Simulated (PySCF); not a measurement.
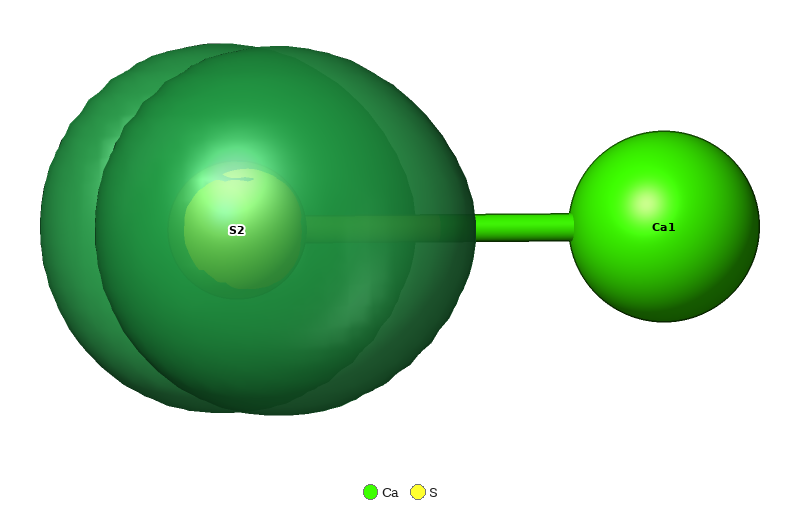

The picture shows: CaS (charge +1, doublet). Isosurface of the spin density at +0.03 e/Å³ (green), seen from one side.

All numbers below come from PBE0/def2-SVPD, non-relativistic Hamiltonian with scalar-relativistic core potentials where named, at a bond length of 2.466 Å (PySCF 2.14.0).

```xyz
2

Ca    0.0000    0.0000   -1.0960
S     0.0000    0.0000    1.3700
```

Question: Describe the spin distribution.

Answer: The unpaired spin (1 electron) lies mostly on S2 (about 0.9) and Ca1 (about 0.1), in electrons by Hirshfeld's partition.
